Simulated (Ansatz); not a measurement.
# One shape, several levels: SiHBr (SMILES [SiH]Br)

Aim: a comparison of 6 runs (UB3LYP/STO-3G, r2SCAN/STO-3G, CCSDT(Q)/STO-3G, CCSDT/STO-3G, CCSD(T)/STO-3G, FCI/STO-3G) of SiHBr. 

Program for the calculation: Ansatz 0.2.0.

57 further runs of the same task are left out: 11 that didn't finish, 46 set aside as unsound or not needed.

## 1. The structure to begin with

The species is SiHBr (3 atoms), meant as a singlet with charge 0. SMILES: `[SiH]Br`. The Br2–Si1 distance was set to 2.806 Å, away from the relaxed value.

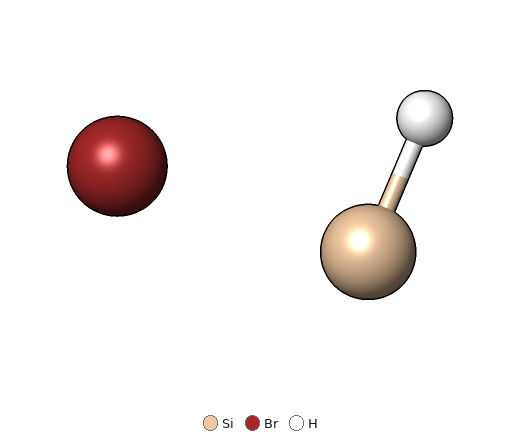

The structure, seen from a chosen angle (silicon light orange, bromine red, hydrogen white).

## 2. The energy at UB3LYP/STO-3G (run 1)

The input, input.yaml:

```yaml
crystal:
  periodic: [false, false, false]
  atoms:
    - symbol: Si
      position_ang: [-1.116110, 0.552001, -0.565481]
    - symbol: Br
      position_ang: [1.340900, 0.401500, 0.781400]
    - symbol: H
      position_ang: [-1.218510, -0.958199, -0.767981]
basis:
  gaussian:
    orbitals: STO-3G
magnetization:
  spin_polarized: true
  initial_magnetization: 0
hamiltonian:
  xc: {name: B3LYP}
accuracy: high
```

The run is started by

```sh
$ ansatz run input.yaml --threads 1 --pin off --max-ram 2610MiB --events-out events.jsonl --progress --plain --runs-dir runs
```

What it wrote:

```text
Warning: RAYON_NUM_THREADS=1 ignored (pool sized by the plan → 1); use --threads N
Functional definition: B3LYP
  name "B3LYP"
  parameter a0 = 0.2
  parameter ax = 0.72
  parameter ac = 0.81
  exchange = (1 - a0 - ax)*slater_x + ax*b88_x + a0*exact_x
  correlation = (1 - ac)*vwn_rpa_c + ac*lyp_c
372 factors; integrals over basis functions are off by at most 1.2e-8 eV
mean field evaluation 1: about -77077.2145 eV, gradient 1.3e1 eV
mean field evaluation 2: about -77020.0510 eV, gradient 5.6e1 eV
mean field evaluation 4: about -77080.0619 eV, gradient 1.3e0 eV
mean field evaluation 8: about -77080.0648 eV, gradient 5.9e-2 eV
mean field evaluation 16: about -77080.0648 eV, gradient 1.2e-7 eV
mean field -77080.06484945 eV, -2832.6401364727 hartree, gradient 1.4e-8 eV, S^2 0.000000; 1 other end points of the search recorded, 0 dependent functions left out
reference -77080.06487542 eV, -2832.6401374271 hartree; 25, 25 occupied and 3, 3 virtual orbitals, 372 factors
Total energy: -77080.06487542 eV, -2832.6401374271 hartree
```

Run time: 2 s. Hardware: 1 thread of Arm Neoverse V1, shared host; peak memory 0.13 GiB.

## 3. The energy at r2SCAN/STO-3G (run 2)

The input, run.yaml:

```yaml
crystal:
  periodic: [false, false, false]
  atoms:
    - symbol: Si
      position_ang: [-1.116110, 0.552001, -0.565481]
    - symbol: Br
      position_ang: [1.340900, 0.401500, 0.781400]
    - symbol: H
      position_ang: [-1.218510, -0.958199, -0.767981]
basis:
  gaussian: {orbitals: STO-3G}
hamiltonian: {xc: r2scan}
accuracy: high
```

The run is started by

```sh
$ ansatz run run.yaml --threads 1 --pin off --max-ram 2610MiB --events-out events.jsonl --progress --plain --runs-dir runs
```

What it wrote:

```text
Warning: RAYON_NUM_THREADS=1 ignored (pool sized by the plan → 1); use --threads N
Functional definition: r2SCAN
  name "r2SCAN"
  parameter k0 = 0.174
  parameter k1 = 0.065
  parameter a1 = 4.9479
  exchange = r2scan_x(k0 = k0, k1 = k1, a1 = a1)
  correlation = r2scan_c
372 factors; integrals over basis functions are off by at most 1.2e-8 eV
mean field evaluation 1: about -77079.2739 eV, gradient 1.8e1 eV
mean field evaluation 2: about -77013.5556 eV, gradient 7.5e1 eV
mean field evaluation 4: about -77082.0621 eV, gradient 2.4e0 eV
mean field evaluation 8: about -77082.0693 eV, gradient 8.0e-2 eV
mean field evaluation 16: about -77082.0693 eV, gradient 3.6e-6 eV
mean field -77082.06931002 eV, -2832.7137990402 hartree, gradient 3.8e-9 eV, S^2 0.000000; 0 other end points of the search recorded, 0 dependent functions left out
reference -77082.06931035 eV, -2832.7137990522 hartree; 25, 25 occupied and 3, 3 virtual orbitals, 372 factors
Total energy: -77082.06931035 eV, -2832.7137990522 hartree
```

Wall time 3.3 s (1 thread of Arm Neoverse V1, shared host); peak memory 0.13 GiB.

## 4. A single-point energy at CCSDT(Q)/STO-3G (run 3)

The input, job.yaml:

```yaml
crystal:
  periodic: [false, false, false]
  atoms:
    - {symbol: Si, position_ang: [-1.116110, 0.552001, -0.565481]}
    - {symbol: Br, position_ang: [1.340900, 0.401500, 0.781400]}
    - {symbol: H, position_ang: [-1.218510, -0.958199, -0.767981]}
basis:
  gaussian:
    orbitals: STO-3G
correlation:
  method: ccsdt_q
  frozen_orbitals: {Br: 9, H: 0, Si: 5}
accuracy: high
scf:
  omitted_lower_state_checks: [cluster_reference, increment]
```

The run is started by

```sh
$ ansatz run job.yaml --threads 1 --pin off --max-ram 2610MiB --events-out events.jsonl --progress --plain --runs-dir runs
```

What it wrote:

```text
Warning: RAYON_NUM_THREADS=1 ignored (pool sized by the plan → 1); use --threads N
[... 12 lines left out ...]
14 core orbitals not correlated: weight in the atoms' cores, before any rotation towards them, 1.000 or more for the frozen orbitals, at most 0.000 for the correlated occupied ones
[... 33 lines left out ...]
Total energy: -77030.72624459 eV, -2830.8269761871 hartree
Checks for a lower state left out: cluster_reference, increment
```

Run time: 0.92 s. Hardware: 1 thread of Arm Neoverse V1, shared host.

Runs 4 to 5 aren't shown in full; the table further down has their settings and results.

## 5. A single-point energy at FCI/STO-3G (run 6)

The input, input.yaml:

```yaml
basis:
  gaussian: {orbitals: STO-3G}
crystal:
  periodic: [false, false, false]
  atoms:
    - symbol: Si
      position_ang: [-1.116110, 0.552001, -0.565481]
    - symbol: Br
      position_ang: [1.340900, 0.401500, 0.781400]
    - symbol: H
      position_ang: [-1.218510, -0.958199, -0.767981]
total_charge: 0
correlation: {method: fci, frozen_orbitals: {Br: 9, H: 0, Si: 5}}
accuracy: high
```

The run is started by

```sh
$ ansatz run input.yaml --threads 1 --pin off --max-ram 2610MiB --events-out events.jsonl --progress --plain --runs-dir runs
```

What it wrote:

```text
Warning: RAYON_NUM_THREADS=1 ignored (pool sized by the plan → 1); use --threads N
Functional definition: HF
  name "HF"
  exchange = exact_x
  correlation = 0
372 factors; integrals over basis functions are off by at most 1.2e-8 eV
mean field evaluation 1: about -77026.8560 eV, gradient 1.4e1 eV
mean field evaluation 2: about -77026.8897 eV, gradient 1.4e1 eV
mean field evaluation 4: about -77028.9355 eV, gradient 9.4e-1 eV
mean field evaluation 8: about -77028.9467 eV, gradient 2.1e-4 eV
mean field evaluation 16: about -77025.7068 eV, gradient 1.4e1 eV
mean field -77028.94670360 eV, -2830.7615792618 hartree, gradient 8.2e-9 eV, S^2 0.000000; 1 other end points of the search recorded, 0 dependent functions left out
14 core orbitals not correlated: weight in the atoms' cores, before any rotation towards them, 1.000 or more for the frozen orbitals, at most 0.000 for the correlated occupied ones
reference -77028.94670360 eV, -2830.7615792618 hartree; 11, 11 occupied and 3, 3 virtual orbitals, 372 factors
state -77030.72304327 eV, -2830.8268585408 hartree
Total energy: -77030.72304327 eV, -2830.8268585408 hartree
```

Run time: 0.64 s. Hardware: 1 thread of Arm Neoverse V1, shared host.

## 6. The series

```csv
run,level,frozen core orbitals,energy (Eh),wall time
1,UB3LYP/STO-3G,–,-2832.640137,2 s
2,r2SCAN/STO-3G,–,-2832.713799,3.3 s
3,CCSDT(Q)/STO-3G,14,-2830.826976,0.92 s
4,CCSDT/STO-3G,14,-2830.826754,0.68 s
5,CCSD(T)/STO-3G,14,-2830.826066,0.36 s
6,FCI/STO-3G,14,-2830.826859,0.64 s
```

## 7. What came out

| quantity | value |
| --- | --- |
| run 6: total energy | -2830.82686 Eh |
| run 6: correlation energy (14 core orbitals frozen) | -65.3 mEh |

What this shows: Against full CI in this basis: CCSDT(Q) -0.1 mEh; CCSDT +0.1 mEh; CCSD(T) +0.8 mEh. Totals of different functionals can't be ranked against each other. In runs 1, 2, 3, 4, 5, 6 the basis is minimal, so the values are rough. All runs together took 8 s, the longest 3.3 s.
